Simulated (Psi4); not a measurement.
# One shape, several levels: triplet OCS

Aim: a comparison of 6 runs (U-r2SCAN/def2-TZVP, U-wB97X/def2-TZVP, UB2PLYP/def2-TZVP, UB3LYP/def2-TZVP, UBLYP/def2-TZVP, UCAM-B3LYP/def2-TZVP) of triplet OCS. 

Program for the calculation: Psi4 1.11.

4 further runs of the same task are left out: 1 that didn't finish, 3 set aside as unsound or not needed.

### Step 1. The system as given

The species is OCS (3 atoms), meant as a triplet with charge 0. SMILES of the parent species: `O=C=S`. The shape is that of a PBE0-D4/def2-TZVP optimisation. That shape belongs to the parent species and isn't relaxed for this state.

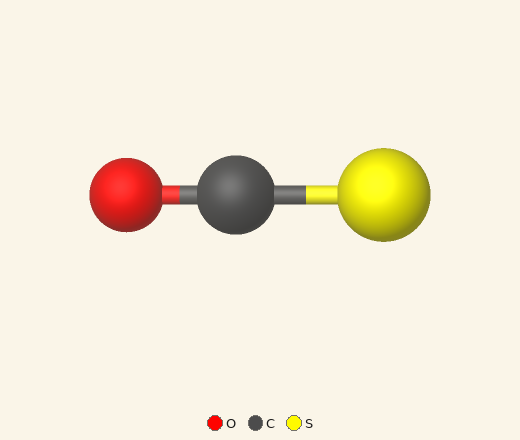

The structure, seen from a chosen angle (oxygen red, carbon dark grey, sulfur yellow).

### Step 2. A single-point energy at U-r2SCAN/def2-TZVP (run 1)

The input, calc.inp:

```
memory 2200 MB

molecule {
  0 3
  O      0.921990     0.684410     0.582150
  C      0.096740     0.071800     0.061080
  S     -1.018720    -0.756210    -0.643230
  units angstrom
  symmetry c1
  no_reorient
  no_com
}

set globals {
  basis def2-TZVP
  reference uks
  puream true
  e_convergence 1e-09
  d_convergence 1e-08
  scf_type pk
  dft_radial_points 99
  dft_spherical_points 590
  maxiter 100
}

E, wfn = energy("r2scan", return_wfn=True)
```

Run with:

```sh
$ psi4 -n 1 calc.inp calc.out
```

calc.out:

```text
[...]
  Running in c1 symmetry.
[...]
  Nuclear repulsion =   79.654995893813862
[...]
  Multiplicity = 3
[...]
  Nalpha       = 16
  Nbeta        = 14
[...]
    Number of basis functions: 99
[...]
   @UKS iter   1:  -511.09688938200583    1.32425e-01   7.59823e-03 ADIIS/DIIS
[...]
   @UKS iter  13:  -511.33673098536360   -2.40448e-11   9.93272e-09 DIIS
[...]
   @S^2 Observed:                2.011536663E+00
[...]
    Orbital Energies [Eh]
    ---------------------
    Alpha Occupied:
       1A    -88.619063     2A    -19.018316     3A    -10.117948
       4A     -7.926722     5A     -5.877168     6A     -5.869586
       7A     -5.863627     8A     -1.088931     9A     -0.817429
      10A     -0.516763    11A     -0.460864    12A     -0.452666
      13A     -0.430337    14A     -0.341856    15A     -0.301663
      16A     -0.095353
    Alpha Virtual:
      17A     -0.050006    18A      0.007968    19A      0.076865
      20A      0.161106    21A      0.208266    22A      0.219668
      23A      0.248045    24A      0.249873    25A      0.269609
[...]
  @UKS Final Energy:  -511.33673098536360
   => Energetics <=
    Nuclear Repulsion Energy =             79.6549958938138616
    One-Electron Energy =                -861.7627165200358377
    Two-Electron Energy =                 310.4149493969568994
    DFT Exchange-Correlation Energy =     -39.6439597560985248
    Empirical Dispersion Energy =           0.0000000000000000
    VV10 Nonlocal Energy =                  0.0000000000000000
    Total Energy =                       -511.3367309853636016
[...]
 Multipole Moments:
 ------------------------------------------------------------------------------------
     Multipole            Electronic (a.u.)      Nuclear  (a.u.)        Total (a.u.)
 ------------------------------------------------------------------------------------
 L = 1.  Multiply by 2.5417464519 to convert [e a0] to [Debye]
 Dipole X            :         15.3223429          -15.7662874           -0.4439445
 Dipole Y            :         11.3740627          -11.7036030           -0.3295403
 Dipole Z            :          9.6747673           -9.9550772           -0.2803099
 Magnitude           :                                                    0.6198849
[...]
```

Wall time 37 s (1 thread of AMD EPYC 7B13 (Zen 3), shared host); peak memory 0.9 GiB.

### Step 3. A single-point energy at U-wB97X/def2-TZVP (run 2)

The input, input.inp:

```
memory 2200 MB

molecule {
  0 3
  O      0.921990     0.684410     0.582150
  C      0.096740     0.071800     0.061080
  S     -1.018720    -0.756210    -0.643230
  symmetry c1
  no_reorient
  no_com
}

set {
  basis                def2-TZVP
  reference            uks
  puream               true
  e_convergence        1e-09
  d_convergence        1e-08
  scf_type             pk
  dft_radial_points    99
  dft_spherical_points 590
  maxiter              100
}

E, wfn = energy('wb97x', return_wfn=True)
oeprop(wfn, 'WIBERG_LOWDIN_INDICES', 'MULLIKEN_CHARGES', 'QUADRUPOLE', title='WB97X')
```

Run with:

```sh
$ psi4 -n 1 input.inp input.out
```

input.out, cut to the lines that bear on the results:

```text
[...]
  Running in c1 symmetry.
[...]
  Nuclear repulsion =   79.654995893813862
[...]
  Multiplicity = 3
[...]
  Nalpha       = 16
  Nbeta        = 14
[...]
    Number of basis functions: 99
[...]
   @UKS iter   1:  -511.27665533460504   -2.52762e-01   5.41331e-03 ADIIS/DIIS
[...]
   @UKS iter  17:  -511.37934051235283   -2.45564e-11   7.90201e-09 DIIS
[...]
   @S^2 Observed:                2.008738814E+00
[...]
  @UKS Final Energy:  -511.37934051235283
   => Energetics <=
    Nuclear Repulsion Energy =             79.6549958938138616
    One-Electron Energy =                -861.7519735514031254
    Two-Electron Energy =                 300.3062895409632347
    DFT Exchange-Correlation Energy =     -29.5886523957268217
    Empirical Dispersion Energy =           0.0000000000000000
    VV10 Nonlocal Energy =                  0.0000000000000000
    Total Energy =                       -511.3793405123528260
[...]
 Multipole Moments:
 ------------------------------------------------------------------------------------
     Multipole            Electronic (a.u.)      Nuclear  (a.u.)        Total (a.u.)
 ------------------------------------------------------------------------------------
 L = 1.  Multiply by 2.5417464519 to convert [e a0] to [Debye]
 Dipole X            :         15.2801795          -15.7662874           -0.4861079
 Dipole Y            :         11.3427655          -11.7036030           -0.3608375
 Dipole Z            :          9.6481451           -9.9550772           -0.3069321
 Magnitude           :                                                    0.6787576
 L = 2.  Multiply by 1.3450342976 to convert [e a0^2] to [Debye ang]
 Quadrupole XX       :       -101.3141034           83.7819063          -17.5321971
 Quadrupole XY       :        -62.7006344           62.1925545           -0.5080798
[...]
  Mulliken Charges: (a.u.)
   Center  Symbol    Alpha    Beta     Spin     Total
       1     O     4.28013  3.86195  0.41818 -0.14209
       2     C     3.24224  2.67755  0.56469  0.08021
       3     S     8.47763  7.46049  1.01713  0.06188
   Total alpha = 16.00000, Total beta = 14.00000, Total charge =  0.00000
  Wiberg Bond Indices using Orthogonal Lowdin Orbitals:
  Total Bond Index:
  Irrep: 1 Size: 3 x 3
[...]
```

Run time: 24 s. Hardware: 1 thread of AMD EPYC 7B13 (Zen 3), shared host; peak memory 0.89 GiB.

Runs 3 to 5 aren't shown in full; the table further down has their settings and results.

### Step 4. Energy and forces at UCAM-B3LYP/def2-TZVP (run 6)

The input, cos.xyz:

```xyz
3
COS
O      0.921990     0.684410     0.582150
C      0.096740     0.071800     0.061080
S     -1.018720    -0.756210    -0.643230
```

The input, cos.py:

```python
import psi4

psi4.set_memory('2200 MB')
psi4.set_num_threads(1)
psi4.set_output_file('run.log', False)

with open('cos.xyz') as f:
    atoms = ''.join(f.readlines()[2:])
mol = psi4.geometry('0 3\n' + atoms + 'symmetry c1')

psi4.set_options({
    'basis': 'def2-TZVP',
    'reference': 'uks',
    'puream': True,
    'e_convergence': 1e-09,
    'd_convergence': 1e-08,
    'scf_type': 'pk',
    'dft_radial_points': 99,
    'dft_spherical_points': 590,
    'maxiter': 100,
})

E, wfn = psi4.gradient('cam-b3lyp', molecule=mol, return_wfn=True)
psi4.oeprop(wfn, 'MAYER_INDICES', 'LOWDIN_CHARGES', 'WIBERG_LOWDIN_INDICES', title='CAM-B3LYP')
print('gradient / Eh bohr^-1')
print(E.np.round(6))
print(f'energy = {wfn.energy():.10f} Eh')
for k, v in sorted(psi4.core.scalar_variables().items()):
    print(f'{k:45s} {v:18.10f}')
```

Run with:

```sh
$ python cos.py
```

run.log:

```text
[...]
  Running in c1 symmetry.
[...]
  Nuclear repulsion =   79.654995893813847
[...]
  Multiplicity = 3
[...]
  Nalpha       = 16
  Nbeta        = 14
[...]
    Number of basis functions: 99
[...]
   @UKS iter   1:  -511.23876579877879   -1.25483e-01   6.14112e-03 DIIS/ADIIS
[...]
   @UKS iter  18:  -511.38534220952715   -8.69704e-12   4.66499e-09 DIIS
[...]
   @S^2 Observed:                2.008154790E+00
[...]
    Orbital Energies [Eh]
    ---------------------
    Alpha Occupied:
       1A    -89.013656     2A    -19.265026     3A    -10.331648
       4A     -8.087533     5A     -6.056727     6A     -6.048277
       7A     -6.042114     8A     -1.207431     9A     -0.936970
      10A     -0.624025    11A     -0.568928    12A     -0.556389
      13A     -0.535704    14A     -0.437004    15A     -0.385712
      16A     -0.183799
    Alpha Virtual:
      17A      0.026140    18A      0.069934    19A      0.126949
      20A      0.180356    21A      0.240842    22A      0.247295
      23A      0.315864    24A      0.326701    25A      0.332979
[...]
  @UKS Final Energy:  -511.38534220952715
   => Energetics <=
    Nuclear Repulsion Energy =             79.6549958938138474
    One-Electron Energy =                -861.7469600487050911
    Two-Electron Energy =                 300.6877047317925076
    DFT Exchange-Correlation Energy =     -29.9810827864284484
    Empirical Dispersion Energy =           0.0000000000000000
    VV10 Nonlocal Energy =                  0.0000000000000000
    Total Energy =                       -511.3853422095271526
[...]
 Multipole Moments:
 ------------------------------------------------------------------------------------
     Multipole            Electronic (a.u.)      Nuclear  (a.u.)        Total (a.u.)
 ------------------------------------------------------------------------------------
 L = 1.  Multiply by 2.5417464519 to convert [e a0] to [Debye]
 Dipole X            :          0.0000124            0.0000003            0.0000126
 Dipole Y            :          0.0000006           -0.0000001            0.0000005
 Dipole Z            :         -0.6783476           -0.0192484           -0.6975961
 Magnitude           :                                                    0.6975961
[...]
  -Total Gradient:
     Atom            X                  Y                   Z
    ------   -----------------  -----------------  -----------------
       1       -0.000002482524    -0.000001093012    -0.096032736163
       2        0.000005472773     0.000001558324     0.026862833661
       3       -0.000002990225    -0.000000465303     0.069169972464
[...]
```

On the terminal:

```text
gradient / Eh bohr^-1
[[-2.0000e-06 -1.0000e-06 -9.6033e-02]
 [ 5.0000e-06  2.0000e-06  2.6863e-02]
 [-3.0000e-06 -0.0000e+00  6.9170e-02]]
energy = -511.3853422095 Eh
CURRENT ENERGY                                   -511.3853422095
CURRENT REFERENCE ENERGY                         -511.3853422095
DD SOLVATION ENERGY                                 0.0000000000
DFT FUNCTIONAL TOTAL ENERGY                      -511.3853422095
DFT TOTAL ENERGY                                 -511.3853422095
DFT VV10 ENERGY                                     0.0000000000
DFT XC ENERGY                                     -29.9810827864
GRID ELECTRONS ALPHA                               15.9999999963
GRID ELECTRONS BETA                                13.9999999974
GRID ELECTRONS TOTAL                               29.9999999937
NUCLEAR REPULSION ENERGY                           79.6549958938
ONE-ELECTRON ENERGY                              -861.7469600487
PCM POLARIZATION ENERGY                             0.0000000000
PE ENERGY                                           0.0000000000
SCF ITERATION ENERGY                             -511.3853422095
SCF ITERATIONS                                     18.0000000000
SCF TOTAL ENERGY                                 -511.3853422095
TWO-ELECTRON ENERGY                               300.6877047318
XC GRID RADIAL POINTS                              99.0000000000
XC GRID SPHERICAL POINTS                          590.0000000000
XC GRID TOTAL POINTS                           165482.0000000000
```

Wall time 40 s (1 thread of AMD EPYC 7B13 (Zen 3), shared host); peak memory 0.89 GiB.

### Step 5. All runs side by side

```
run                                                level  frozen core orbitals  fitting correlation  energy (Eh)  dipole moment (D)  HOMO energy (eV)   ⟨S²⟩  wall time
  1                                   U-r2SCAN/def2-TZVP                     0                    –  -511.336731               1.58             -2.59  2.012       37 s
  2                                    U-wB97X/def2-TZVP                     0                    –  -511.379341               1.73             -5.91  2.009       24 s
  3  UB2PLYP/def2-TZVP (density fitting for correlation)                     7      density fitting  -511.210950                  –             -4.91  2.015       18 s
  4                                     UB3LYP/def2-TZVP                     0                    –  -511.436010               1.66             -3.40  2.007       15 s
  5                                      UBLYP/def2-TZVP                     0                    –  -511.409335               1.51             -2.15  2.005       22 s
  6                                 UCAM-B3LYP/def2-TZVP                     0                    –  -511.385342               1.77             -5.00  2.008       40 s
```

### Step 6. Outcome

| quantity | value |
| --- | --- |
| run 6: total energy | -511.38534 Eh |
| run 6: dipole moment | 1.77 D |
| run 6: HOMO energy (highest over α and β) | -5.00 eV |
| run 6: LUMO energy (lowest over α and β) | -4.63 eV |
| run 6: ⟨S²⟩ | 2.008 |
| run 6: largest force on an atom | 4.938 eV/Å |

What this shows: Over runs 1, 2, 4, 5, 6 the dipole moment (its size) runs from 1.51 D (UBLYP/def2-TZVP) to 1.77 D (UCAM-B3LYP/def2-TZVP). Totals of different functionals can't be ranked against each other. All runs together took 2.6 min, the longest 40 s.
